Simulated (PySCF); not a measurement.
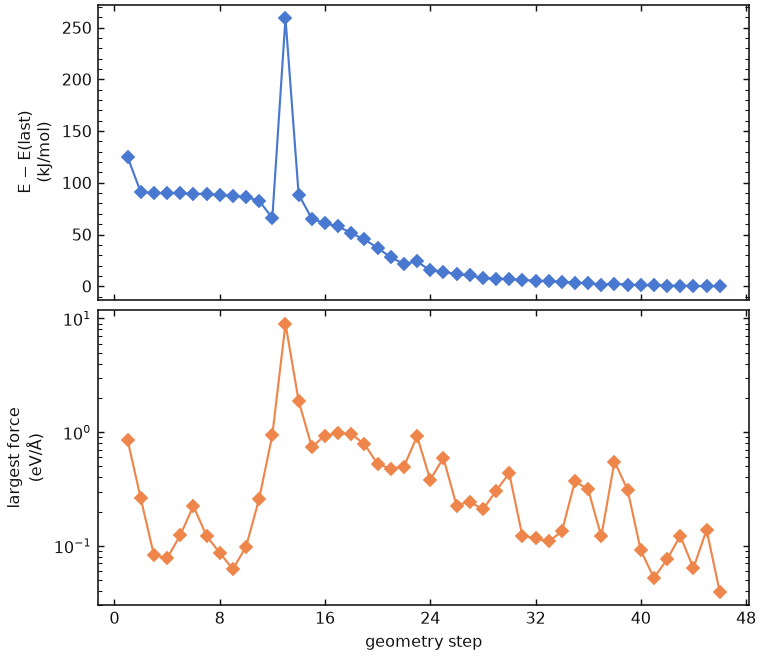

History of a geometry optimisation.

System: BH₉O₂Si₃ (SMILES B[SiH2]O[SiH2]O[SiH3]).
Method: PBE0-D3(BJ)/def2-SVP, geometry optimisation in PySCF.

Question: How did the optimisation end?

Answer: It had not finished: it stopped at geometry 46. The energy fell by about 130 kJ/mol from the first step to the last, with a rise at steps 13 and 23. The largest force goes from about 0.85 eV/Å at the start to 0.039 eV/Å at the end, with a peak of 9 eV/Å at step 13.
